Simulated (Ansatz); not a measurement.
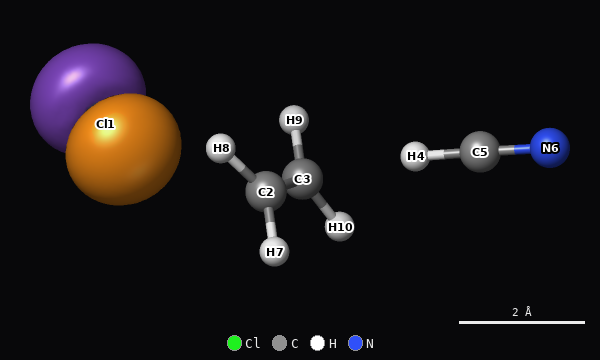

Figure. Cl···C2H4···HCN (charge −1). The HOMO−1 at ±0.2 Å⁻³ᐟ² (orange and purple are the two phases), seen from one side.

Computed with Ansatz 0.2.0, RKS PBE0-D4/def2-SVP.

```
atom    x (Å)    y (Å)    z (Å)
  Cl  -0.2137   0.1341  -3.8433
   C  -0.3173   0.5537  -0.7834
   C  -1.1715   0.1642   0.1707
   H   0.9009  -0.5100   1.1022
   C   1.5838  -0.7972   1.8952
   N   2.2883  -1.0911   2.7623
   H   0.2480   1.4890  -0.6585
   H  -0.1930   0.0608  -1.7838
   H  -1.7603  -0.7556   0.0592
   H  -1.3651   0.7521   1.0795
```

Question: Where does this orbital lie, and at what energy?

Answer: By Hirshfeld shares it lies mainly on Cl1 (about 100 %); largely a lone pair of Cl1. Its energy is −0.47 eV.
